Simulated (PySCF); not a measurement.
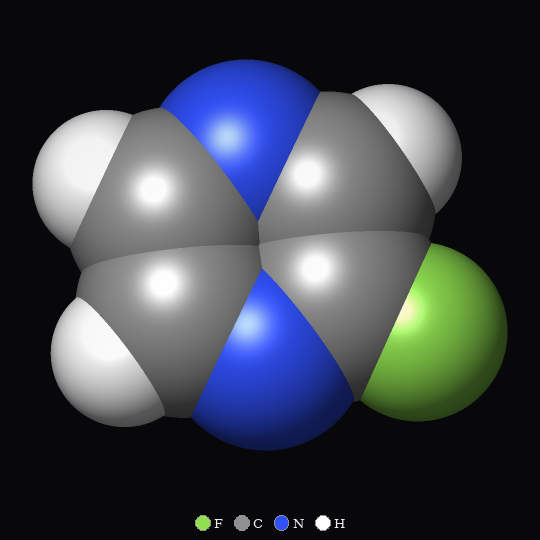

The computed structure is the end point of a PBE0-D3(BJ)/def2-SVP optimisation. No frequency run is at hand to confirm it as a minimum.

Draw it as a skeletal formula.

SMILES: Fc1cnccn1

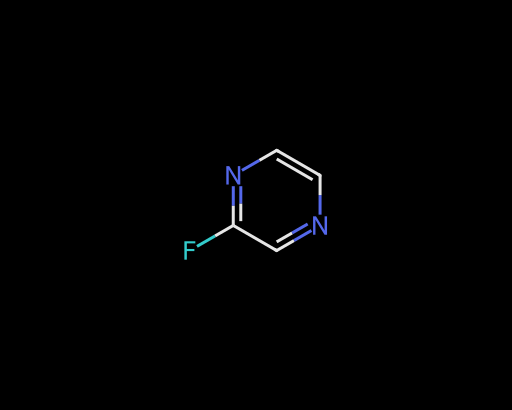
